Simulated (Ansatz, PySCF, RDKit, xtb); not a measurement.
# C4H3F2N: ranking a sample of isomers

A sample of isomers of C4H3F2N is drawn. Aim: find which of them has the lowest free energy at 298.15 K, then its properties. The sample is small against all isomers, and the most stable one of this formula need not be in it.

The funnel: GFN2-xTB relaxations, single points with a density functional, relaxations at PBE0-D3(BJ)/def2-SVP, harmonic vibrations (at GFN2-xTB), and a last energy at a higher level. All values are calculated.

### Step 1. Drawing up candidates

Isomers were taken from a list of plausible structures; this is a sample, not all of them. That gives 4 candidates.

| label | SMILES | spin |
| --- | --- | --- |
| c023 | Fc1c[nH]cc1F | singlet |
| c344 | Fc1ccc(F)[nH]1 | singlet |
| c749 | Fc1c[nH]c(F)c1 | singlet |
| c874 | Fc1cc[nH]c1F | singlet |

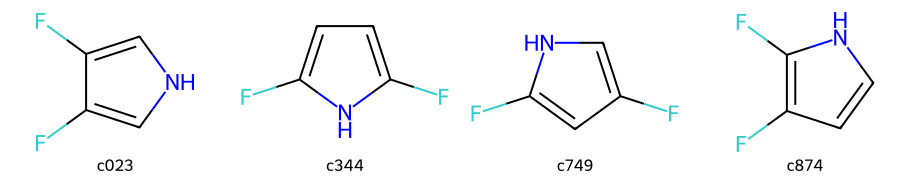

Structural formulas of the candidates.

Candidates are built by distance geometry, with a force field where one applies, in up to four conformers (letters a to d).

### Step 2. First filter: tight binding

All 4 starts are relaxed the same way. One of them, c874a (taken from a list of positional isomers, embedded by distance geometry and MMFF94), in full:

start.xyz

```xyz
10
c874a
C     -1.296009     1.177561    -0.118116
C     -0.016487     0.956289     0.511938
C      0.851424     0.521035    -0.422339
C     -1.097349     0.816641    -1.436036
F     -2.373674     1.642573     0.433653
F     -2.054061     0.837777    -2.379115
N      0.186154     0.387868    -1.616838
H      0.205418     1.120969     1.550279
H      1.905768     0.238210    -0.356578
H      0.589172     0.109887    -2.490124
```

Run with:

```console
$ xtb start.xyz --gfn 2 --opt
```

Log, shortened:

```text
* xtb version 6.7.1
[...]
          :  # basis functions                  31          :
[...]
          :  # electrons                        38          :
[...]
          :  Hamiltonian                  GFN2-xTB          :
[...]
          :  net charge                          0          :
          :  unpaired electrons                  0          :
[...]
   *** convergence criteria satisfied after 11 iterations ***
[...]
   *** GEOMETRY OPTIMIZATION CONVERGED AFTER 7 ITERATIONS ***
[...]
   *** convergence criteria satisfied after 3 iterations ***
[...]
         ::                     SUMMARY                     ::
         :::::::::::::::::::::::::::::::::::::::::::::::::::::
         :: total energy             -22.464231326129 Eh    ::
         :: gradient norm              0.000850225878 Eh/a0 ::
         :: HOMO-LUMO gap              4.854044919168 eV    ::
         ::.................................................::
         :: SCC energy               -22.695990962318 Eh    ::
         :: -> isotropic ES            0.025158878711 Eh    ::
         :: -> anisotropic ES          0.001472915209 Eh    ::
         :: -> anisotropic XC         -0.002729293479 Eh    ::
         :: -> dispersion             -0.006110430215 Eh    ::
         :: repulsion energy           0.231759636189 Eh    ::
         :: add. restraining           0.000000000000 Eh    ::
         :: total charge               0.000000000000 e     ::
         :::::::::::::::::::::::::::::::::::::::::::::::::::::
[...]
        19        2.0000           -0.3954632             -10.7611 (HOMO)
        20                         -0.2170804              -5.9071 (LUMO)
[...]
     #   Z          covCN         q      C6AA      α(0)
     1   6 C        2.922     0.125    25.252     8.241
     2   6 C        3.053    -0.084    30.051     8.990
     3   6 C        3.057    -0.018    28.407     8.741
     4   6 C        2.907     0.175    24.236     8.072
     5   9 F        0.785    -0.212    11.362     3.982
     6   9 F        0.785    -0.206    11.295     3.970
     7   7 N        2.812    -0.099    23.180     7.151
     8   1 H        0.927     0.067     2.118     2.276
     9   1 H        0.927     0.059     2.210     2.324
    10   1 H        0.860     0.193     1.145     1.676
[...]
     #   Z sym  total        # sym  WBO       # sym  WBO       # sym  WBO
 ---------------------------------------------------------------------------
     1   6 C    3.871 --     4 C    1.458     2 C    1.280     5 F    0.966
     2   6 C    3.973 --     3 C    1.563     1 C    1.280     8 H    0.971
     3   6 C    3.935 --     2 C    1.563     7 N    1.218     9 H    0.970
                             4 C    0.131
     4   6 C    3.852 --     1 C    1.458     7 N    1.202     6 F    0.967
                             3 C    0.131
     5   9 F    1.093 --     1 C    0.966
     6   9 F    1.105 --     4 C    0.967
     7   7 N    3.566 --     3 C    1.218     4 C    1.202    10 H    0.936
     8   1 H    0.996 --     2 C    0.971
     9   1 H    0.997 --     3 C    0.970
    10   1 H    0.963 --     7 N    0.936
 ---------------------------------------------------------------------------
[...]
molecular dipole:
                 x           y           z       tot (Debye)
 q only:        1.423      -0.458      -0.256
   full:        1.562      -0.543      -0.456       4.361
molecular quadrupole (traceless):
[...]
          | TOTAL ENERGY              -22.464231326129 Eh   |
          | GRADIENT NORM               0.000850225878 Eh/α |
          | HOMO-LUMO GAP               4.854044919168 eV   |
           -------------------------------------------------
[...]
```

Wall time 0.058 s (2 threads of Intel Xeon Platinum 8375C at 2.90GHz (Ice Lake), shared host).

### Step 3. What the search left

4 of the 4 relaxations converged. 4 distinct structures remain:

| label | start | SMILES after | spin | energy (kcal/mol) |
| --- | --- | --- | --- | --- |
| c344a | drawn | Fc1ccc(F)[nH]1 | singlet | 0.0 |
| c749a | drawn | Fc1c[nH]c(F)c1 | singlet | 0.6 |
| c874a | drawn | Fc1cc[nH]c1F | singlet | 3.6 |
| c023a | drawn | Fc1c[nH]cc1F | singlet | 4.4 |

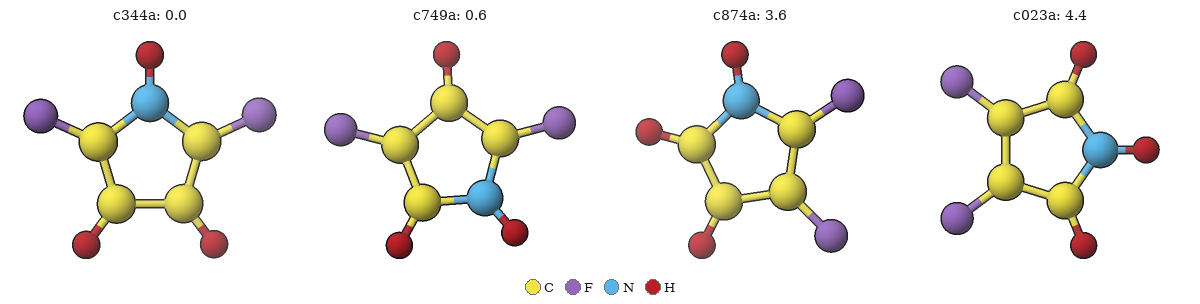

The 4 lowest minima that did not fall apart, with their GFN2-xTB energies in kcal/mol.

### Step 4. Screening with a density functional

A choice of the minima (the low ones first, few conformers of a pattern, up to a cap) and the lowest that fell apart get a single point at r2SCAN-D4/def2-SVP on the tight-binding geometry, and one at HF/STO-3G for comparison. The lowest singlets are also tried as triplets at the same geometry (label ending in t). The first, c344a:

input.yaml

```yaml
crystal:
  periodic: [false, false, false]
  atoms:
    - symbol: C
      position_ang: [-0.072427, 1.836257, -0.278421]
    - symbol: C
      position_ang: [0.049114, 0.745583, 0.524546]
    - symbol: C
      position_ang: [-0.326113, -0.373566, -0.263520]
    - symbol: C
      position_ang: [-0.649653, 0.114184, -1.490914]
    - symbol: F
      position_ang: [0.155248, 3.128671, -0.032384]
    - symbol: F
      position_ang: [-1.064556, -0.511183, -2.594849]
    - symbol: "N"
      position_ang: [-0.499298, 1.467012, -1.517652]
    - symbol: H
      position_ang: [0.364394, 0.732796, 1.546213]
    - symbol: H
      position_ang: [-0.349689, -1.396687, 0.047560]
    - symbol: H
      position_ang: [-0.673642, 2.077094, -2.299517]
basis:
  gaussian: {orbitals: def2-SVP}
hamiltonian: {xc: {name: r2SCAN}, dispersion: d4}
scf: {lower_state_search: off}
output: {orbitals: {seedname: orbitals}}
total_charge: 0
```

Run with:

```console
$ ansatz run input.yaml --threads 2 --pin off --max-ram 5220MiB --events-out events.jsonl --progress --plain --runs-dir runs
```

Log, shortened:

```text
Warning: RAYON_NUM_THREADS=2 ignored (pool sized by the plan → 2); use --threads N
Functional definition: r2SCAN
  name "r2SCAN"
[...]
1274 factors; their error is unknown
[...]
mean field -11105.61933519 eV, -408.1239829090 hartree, gradient 7.0e-6 eV, S^2 0.000000; 0 other end points of the search recorded, 0 dependent functions left out
reference -11105.61934206 eV, -408.1239831614 hartree; 26, 26 occupied and 87, 87 virtual orbitals, 1274 factors
Total energy: -11105.67489055 eV, -408.1260245310 hartree
Checks for a lower state left out: stability, starts, cluster_reference, orbital_swaps, neighbouring_geometries, increment
```

Wall time 1.5 s (2 threads of Intel Xeon Platinum 8375C at 2.90GHz (Ice Lake), shared host); peak memory 0.15 GiB.

Relative energies in kcal/mol, each column from its lowest structure that stays in one piece:

```
 label          SMILES     spin  GFN2-xTB  HF/STO-3G  r2SCAN-D4/def2-SVP
 c344a  Fc1ccc(F)[nH]1  singlet       0.0        0.0                 0.0
 c749a  Fc1c[nH]c(F)c1  singlet       0.6        1.3                 0.1
 c874a    Fc1cc[nH]c1F  singlet       3.6        3.6                 3.8
 c023a    Fc1c[nH]cc1F  singlet       4.4        5.1                 4.4
c749at  Fc1c[nH]c(F)c1  triplet         –          –               101.5
c874at    Fc1cc[nH]c1F  triplet         –          –               104.3
c344at  Fc1ccc(F)[nH]1  triplet         –          –               104.3
```

### Step 5. Refinement at PBE0-D3(BJ)/def2-SVP

4 candidates are relaxed at PBE0-D3(BJ)/def2-SVP (chosen among the lowest in one piece). The first, c344a:

input.yaml: that of step 4 with these lines changed.

```diff
@@ -1 +1,3 @@
+basis:
+  gaussian: {orbitals: def2-SVP}
 crystal:
@@ -15,3 +17,3 @@
       position_ang: [-1.064556, -0.511183, -2.594849]
-    - symbol: "N"
+    - symbol: N
       position_ang: [-0.499298, 1.467012, -1.517652]
@@ -23,7 +25,4 @@
       position_ang: [-0.673642, 2.077094, -2.299517]
-basis:
-  gaussian: {orbitals: def2-SVP}
-hamiltonian: {xc: {name: r2SCAN}, dispersion: d4}
+hamiltonian: {xc: {name: PBE0}, dispersion: d3bj}
 scf: {lower_state_search: off}
-output: {orbitals: {seedname: orbitals}}
-total_charge: 0
+relax: {f_tol: 0.006}
```

Run with:

```console
$ ansatz run input.yaml --threads 2 --pin off --max-ram 5220MiB --events-out events.jsonl --progress --plain --runs-dir runs
```

Log, shortened:

```text
Warning: RAYON_NUM_THREADS=2 ignored (pool sized by the plan → 2); use --threads N
[...]
Functional definition: PBE0
  name "PBE0"
[...]
1277 factors; integrals over basis functions are off by at most 3.3e-4 eV
[...]
mean field -11099.61233868 eV, -407.9032298591 hartree, gradient 1.5e-6 eV, S^2 0.000000; 0 other end points of the search recorded, 0 dependent functions left out
[...]
reference -11099.61235671 eV, -407.9032305215 hartree; 26, 26 occupied and 87, 87 virtual orbitals, 1277 factors
relax step   1: F+E_penalty+E_count = -11099.79498148 eV  Δ(F+E_penalty+E_count) = +0.000e0 eV  max|allowed force component| = 1.090e0 eV/Å  Δτ_max = 0.0000 Å  (15 SCF iters, accepted)
[...]
relax step   5: F+E_penalty+E_count = -11099.82925033 eV  Δ(F+E_penalty+E_count) = -1.176e-5 eV  max|allowed force component| = 7.604e-3 eV/Å  Δτ_max = 0.0012 Å  (13 SCF iters, accepted)
[...]
Atom 1 at     0.051840     0.751031     0.531197 Å, force     0.000962    -0.000152     0.001848 eV/Å
Atom 2 at    -0.327916    -0.381865    -0.266412 Å, force     0.000212    -0.001947     0.000627 eV/Å
Atom 3 at    -0.653028     0.107282    -1.498530 Å, force    -0.000921     0.001898    -0.000747 eV/Å
Atom 4 at     0.151305     3.126076    -0.041654 Å, force     0.000493     0.000272     0.000153 eV/Å
Atom 5 at    -1.064338    -0.500620    -2.595032 Å, force     0.000121    -0.000441    -0.000310 eV/Å
Atom 6 at    -0.499982     1.467007    -1.516783 Å, force     0.000579    -0.000418     0.000206 eV/Å
Atom 7 at     0.373865     0.751261     1.568921 Å, force    -0.000182     0.000081    -0.000191 eV/Å
Atom 8 at    -0.355686    -1.424854     0.036857 Å, force     0.000106     0.000200    -0.000152 eV/Å
Atom 9 at    -0.672567     2.078583    -2.303292 Å, force     0.000046    -0.000053     0.000146 eV/Å
Dipole moment:    -0.038452     0.136304    -0.175301 e Å
Checks for a lower state left out: stability, starts, cluster_reference, orbital_swaps, neighbouring_geometries, increment
```

It took 12 s on 2 threads of Intel Xeon Platinum 8375C at 2.90GHz (Ice Lake), shared host; peak memory 0.25 GiB.

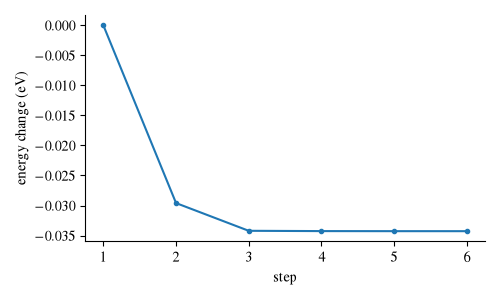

Energy along the run, all evaluated steps.

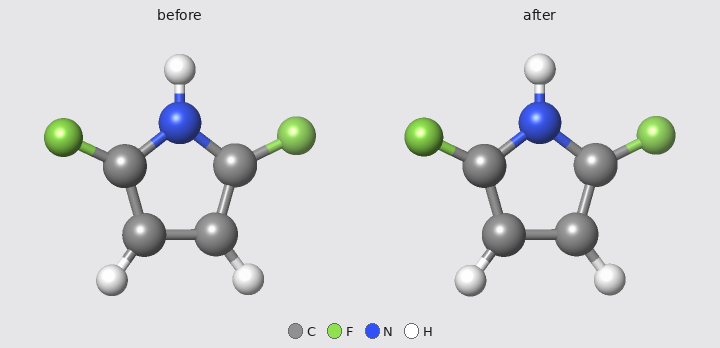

Before and after, at one scale.

After the run. Bond lengths: C1–C2 1.365 Å, C2–C3 1.437 Å, C3–C4 1.365 Å, C1–F5 1.319 Å, C4–F6 1.319 Å, C1–N7 1.368 Å, C4–N7 1.368 Å, C2–H8 1.087 Å, C3–H9 1.087 Å, N7–H10 1.011 Å. Some angles: C1–C2–C3 106.4°, C2–C1–F5 131.2°, C2–C1–N7 110.0°, F5–C1–N7 118.8°, C2–C3–C4 106.4°, C3–C4–F6 131.2°, C3–C4–N7 110.0°, F6–C4–N7 118.8°, C1–N7–C4 107.4°, C1–C2–H8 126.1°.

### Step 6. The relaxed candidates

```csv
label,spin,r2SCAN-D4/def2-SVP (kcal/mol),"PBE0-D3(BJ)/def2-SVP, relaxed (kcal/mol)",time
c344a,singlet,0.0,0.0,12 s
c749a,singlet,0.1,0.2,12 s
c874a,singlet,3.8,3.7,12 s
c023a,singlet,4.4,4.4,12 s
```

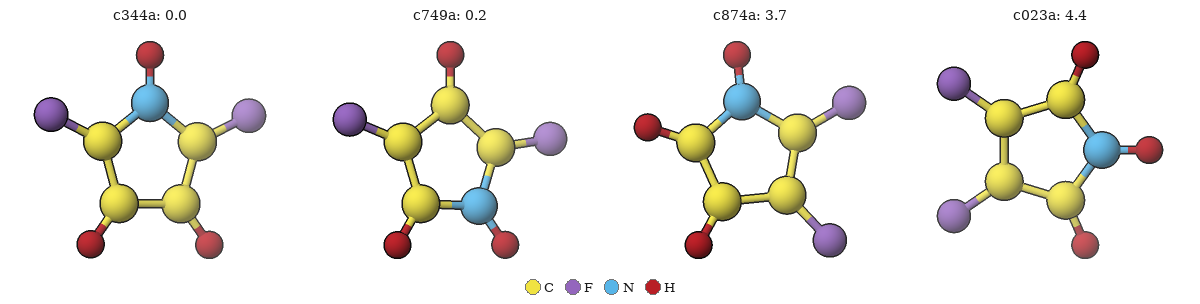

The relaxed structures, with energies at PBE0-D3(BJ)/def2-SVP in kcal/mol.

### Step 7. Harmonic analysis of the finalists

The lowest few in one piece go on as finalists. In this search the thermal terms come from GFN2-xTB at its own nearest minimum. The first, c344a:

start.xyz

```xyz
10
c344a
C     -0.070116     1.846260    -0.274210
C      0.051840     0.751031     0.531197
C     -0.327916    -0.381865    -0.266412
C     -0.653028     0.107282    -1.498530
F      0.151305     3.126076    -0.041654
F     -1.064338    -0.500620    -2.595032
N     -0.499982     1.467007    -1.516783
H      0.373865     0.751261     1.568921
H     -0.355686    -1.424854     0.036857
H     -0.672567     2.078583    -2.303292
```

Run with:

```console
$ xtb start.xyz --gfn 2 --ohess tight
```

Log, shortened:

```text
* xtb version 6.7.1
[...]
          :  # basis functions                  31          :
[...]
          :  # electrons                        38          :
[...]
          :  Hamiltonian                  GFN2-xTB          :
[...]
          :  net charge                          0          :
          :  unpaired electrons                  0          :
[...]
   *** convergence criteria satisfied after 9 iterations ***
[...]
   *** GEOMETRY OPTIMIZATION CONVERGED AFTER 6 ITERATIONS ***
[...]
   *** convergence criteria satisfied after 3 iterations ***
[...]
         ::                     SUMMARY                     ::
         :::::::::::::::::::::::::::::::::::::::::::::::::::::
         :: total energy             -22.469999560282 Eh    ::
         :: gradient norm              0.000075479513 Eh/a0 ::
         :: HOMO-LUMO gap              4.921161359574 eV    ::
         ::.................................................::
         :: SCC energy               -22.703960186750 Eh    ::
         :: -> isotropic ES            0.025083369517 Eh    ::
         :: -> anisotropic ES          0.001341706438 Eh    ::
         :: -> anisotropic XC         -0.002494574718 Eh    ::
         :: -> dispersion             -0.006090421001 Eh    ::
         :: repulsion energy           0.233960626467 Eh    ::
         :: add. restraining           0.000000000000 Eh    ::
         :: total charge              -0.000000000000 e     ::
         :::::::::::::::::::::::::::::::::::::::::::::::::::::
[...]
        19        2.0000           -0.3932544             -10.7010 (HOMO)
        20                         -0.2124051              -5.7798 (LUMO)
[...]
molecular dipole:
                 x           y           z       tot (Debye)
 q only:        0.007      -0.026       0.034
   full:       -0.029       0.102      -0.131       0.428
molecular quadrupole (traceless):
[...]
          | TOTAL ENERGY              -22.469999560282 Eh   |
          | TOTAL ENTHALPY            -22.398827839376 Eh   |
          | TOTAL FREE ENERGY         -22.434085116611 Eh   |
          | GRADIENT NORM               0.000075460779 Eh/α |
[...]
```

Run time: 0.18 s. Hardware: 2 threads of Intel Xeon Platinum 8375C at 2.90GHz (Ice Lake), shared host.

### Step 8. Zero-point energy and free-energy terms

As xtb prints them, at 298.15 K, with its own treatment of low modes:

| label | SMILES | spin | lowest mode (cm⁻¹) | zero-point (kcal/mol) | G − E (kcal/mol) |
| --- | --- | --- | --- | --- | --- |
| c344a | Fc1ccc(F)[nH]1 | singlet | 222 | 40.5 | 22.5 |
| c749a | Fc1c[nH]c(F)c1 | singlet | 218 | 40.5 | 22.1 |
| c874a | Fc1cc[nH]c1F | singlet | 243 | 40.6 | 22.1 |
| c023a | Fc1c[nH]cc1F | singlet | 248 | 40.6 | 22.6 |

### Step 9. Last filter: a higher level

Single points at CCSD(T)/def2-SVP + MP2/def2-TZVPP - MP2/def2-SVP on the refined geometries decide the order.

c344a, CCSD(T)/def2-SVP:

input.yaml

```yaml
crystal:
  periodic: [false, false, false]
  atoms:
    - symbol: C
      position_ang: [-0.070116, 1.846260, -0.274210]
    - symbol: C
      position_ang: [0.051840, 0.751031, 0.531197]
    - symbol: C
      position_ang: [-0.327916, -0.381865, -0.266412]
    - symbol: C
      position_ang: [-0.653028, 0.107282, -1.498530]
    - symbol: F
      position_ang: [0.151305, 3.126076, -0.041654]
    - symbol: F
      position_ang: [-1.064338, -0.500620, -2.595032]
    - symbol: "N"
      position_ang: [-0.499982, 1.467007, -1.516783]
    - symbol: H
      position_ang: [0.373865, 0.751261, 1.568921]
    - symbol: H
      position_ang: [-0.355686, -1.424854, 0.036857]
    - symbol: H
      position_ang: [-0.672567, 2.078583, -2.303292]
basis:
  gaussian: {orbitals: def2-SVP}
correlation: {method: ccsd_t, frozen_orbitals: {F: 1, H: 0, C: 1, "N": 1}}
```

Run with:

```console
$ ansatz run input.yaml --threads 2 --pin off --max-ram 5220MiB --events-out events.jsonl --progress --plain --runs-dir runs
```

Log, shortened:

```text
Warning: RAYON_NUM_THREADS=2 ignored (pool sized by the plan → 2); use --threads N
Functional definition: HF
  name "HF"
[...]
1142 factors; integrals over basis functions are off by at most 1.4e-3 eV
[...]
mean field -11052.94446711 eV, -406.1882172115 hartree, gradient 6.2e-6 eV, S^2 0.000000; 0 other end points of the search recorded, 0 dependent functions left out
7 core orbitals not correlated: weight in the atoms' cores, before any rotation towards them, 1.000 or more for the frozen orbitals, at most 0.000 for the correlated occupied ones
reference -11052.94446711 eV, -406.1882172115 hartree; 19, 19 occupied and 87, 87 virtual orbitals, 1142 factors
second order -28.33906256 eV of doubles, -0.00000000 eV of singles
cycle   1  -28.26680264 eV  change    7.2e-2 eV  update   1.2e-1
[...]
cycle   9  -29.06810568 eV  change   -6.6e-6 eV  update   3.4e-5
perturbative correction -0.95645505 eV, -0.0351490748 hartree
Total energy: -11082.96902784 eV, -407.2915994670 hartree
```

Run time: 12 s. Hardware: 2 threads of Intel Xeon Platinum 8375C at 2.90GHz (Ice Lake), shared host; peak memory 0.69 GiB.

### Step 10. c344a at MP2/def2-TZVPP

input.yaml: that of step 9 with these lines changed.

```diff
@@ -15,3 +15,3 @@
       position_ang: [-1.064338, -0.500620, -2.595032]
-    - symbol: "N"
+    - symbol: N
       position_ang: [-0.499982, 1.467007, -1.516783]
@@ -24,3 +24,4 @@
 basis:
-  gaussian: {orbitals: def2-SVP}
-correlation: {method: ccsd_t, frozen_orbitals: {F: 1, H: 0, C: 1, "N": 1}}
+  gaussian: {orbitals: def2-TZVPP}
+correlation: {method: mp2, frozen_orbitals: {F: 1, H: 0, C: 1, "N": 1}}
+magnetization: {spin_polarized: false, initial_magnetization: 0}
```

Run with:

```console
$ ansatz run input.yaml --threads 2 --pin off --max-ram 5220MiB --events-out events.jsonl --progress --plain --runs-dir runs
```

Log:

```text
Warning: RAYON_NUM_THREADS=2 ignored (pool sized by the plan → 2); use --threads N
[... 2 set-up lines as earlier in the session ...]
  exchange = exact_x
  correlation = 0
1645 factors; integrals over basis functions are off by at most 9.8e-4 eV
mean field evaluation 1: about -11061.4470 eV, gradient 4.2e1 eV
mean field evaluation 2: about -11061.8426 eV, gradient 4.2e1 eV
mean field evaluation 4: about -11065.9433 eV, gradient 4.7e0 eV
mean field evaluation 8: about -11066.0246 eV, gradient 3.5e-1 eV
mean field -11066.02543163 eV, -406.6689337909 hartree, gradient 9.2e-6 eV, S^2 0.000000; 0 other end points of the search recorded, 0 dependent functions left out
7 core orbitals not correlated: weight in the atoms' cores, before any rotation towards them, 1.000 or more for the frozen orbitals, at most 0.000 for the correlated occupied ones
reference -11066.02543163 eV, -406.6689337909 hartree; 19, 19 occupied and 233, 233 virtual orbitals, 1645 factors
second order -35.85708034 eV of doubles, -0.00000000 eV of singles
Total energy: -11101.88251196 eV, -407.9866571884 hartree
```

Run time: 5.7 s. Hardware: 2 threads of Intel Xeon Platinum 8375C at 2.90GHz (Ice Lake), shared host; peak memory 0.7 GiB.

### Step 11. c749a at CCSD(T)/def2-SVP

input.yaml

```yaml
crystal:
  periodic: [false, false, false]
  atoms:
    - {symbol: C, position_ang: [0.031882, 1.874056, -0.426156]}
    - {symbol: C, position_ang: [0.132083, 0.838883, 0.469858]}
    - {symbol: C, position_ang: [-0.777587, 0.077777, -1.418409]}
    - {symbol: C, position_ang: [-0.546324, 1.412761, -1.640225]}
    - {symbol: F, position_ang: [0.414765, 3.122401, -0.201990]}
    - {symbol: F, position_ang: [-1.300411, -0.836815, -2.210361]}
    - {symbol: "N", position_ang: [-0.380049, -0.272394, -0.173392]}
    - {symbol: H, position_ang: [0.515537, 0.804242, 1.484409]}
    - {symbol: H, position_ang: [-0.452134, -1.203423, 0.212185]}
    - {symbol: H, position_ang: [-0.759060, 1.981089, -2.540497]}
basis:
  gaussian: {orbitals: def2-SVP}
correlation: {method: ccsd_t, frozen_orbitals: {F: 1, H: 0, C: 1, "N": 1}}
```

Run with:

```console
$ ansatz run input.yaml --threads 2 --pin off --max-ram 5220MiB --events-out events.jsonl --progress --plain --runs-dir runs
```

Log, shortened:

```text
Warning: RAYON_NUM_THREADS=2 ignored (pool sized by the plan → 2); use --threads N
[... 2 set-up lines as earlier in the session ...]
[...]
1141 factors; integrals over basis functions are off by at most 1.3e-3 eV
[...]
mean field -11052.92572322 eV, -406.1875283861 hartree, gradient 1.6e-6 eV, S^2 0.000000; 0 other end points of the search recorded, 0 dependent functions left out
7 core orbitals not correlated: weight in the atoms' cores, before any rotation towards them, 1.000 or more for the frozen orbitals, at most 0.000 for the correlated occupied ones
reference -11052.92572322 eV, -406.1875283861 hartree; 19, 19 occupied and 87, 87 virtual orbitals, 1141 factors
second order -28.34238821 eV of doubles, -0.00000000 eV of singles
cycle   1  -28.26187884 eV  change    8.1e-2 eV  update   1.2e-1
[...]
cycle  10  -29.06779531 eV  change   -1.7e-5 eV  update   1.1e-5
perturbative correction -0.95899533 eV, -0.0352424284 hartree
Total energy: -11082.95251386 eV, -407.2909925893 hartree
```

Run time: 12 s. Hardware: 2 threads of Intel Xeon Platinum 8375C at 2.90GHz (Ice Lake), shared host; peak memory 0.69 GiB.

[end of part 1 of 2]
